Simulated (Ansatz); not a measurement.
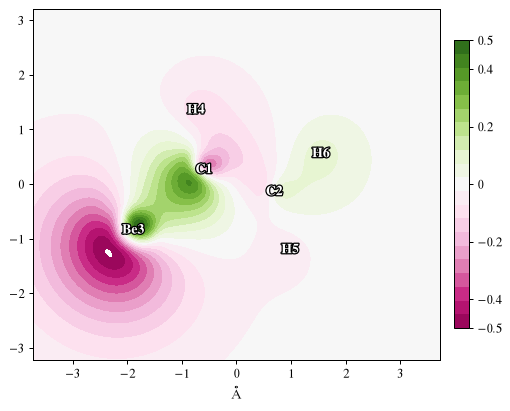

Figure. C$_{2}$H$_{3}$Be (SMILES [Be][CH]=C) (doublet). The HOMO (α) on the molecular plane (values in Å⁻³ᐟ²; the overall sign is arbitrary).

Geometry: r2SCAN-D4/def2-SVP.

Computed with Ansatz 0.2.0, isolated molecule in a Gaussian basis; Kohn-Sham density functional theory, functional PBE0.

Input file:

```
basis:
  gaussian: {orbitals: def2-TZVPD}
crystal:
  periodic: [false, false, false]
  atoms:
    - symbol: C
      position_ang: [-0.770539, -0.642133, -0.767924]
    - symbol: C
      position_ang: [-0.980857, 0.691884, -0.763819]
    - symbol: Be
      position_ang: [0.320231, -1.374288, 0.296409]
    - symbol: H
      position_ang: [-1.356745, -1.211580, -1.508712]
    - symbol: H
      position_ang: [-0.456811, 1.366546, -0.072593]
    - symbol: H
      position_ang: [-1.685074, 1.188488, -1.446683]
magnetization: {spin_polarized: true, initial_magnetization: 1}
hamiltonian: {xc: pbe0}
output: {forces: true, orbitals: {seedname: orbitals}}
```

Run with:

```sh
ansatz run input.yaml --threads 1 --pin off --max-ram 2610MiB --events-out events.jsonl --progress --plain --runs-dir runs
```

> Describe this orbital and give its energy.

Its weight (Hirshfeld) is mainly on Be3 (about 90 %) and C1 (about 10 %). Its energy is −5.58 eV.
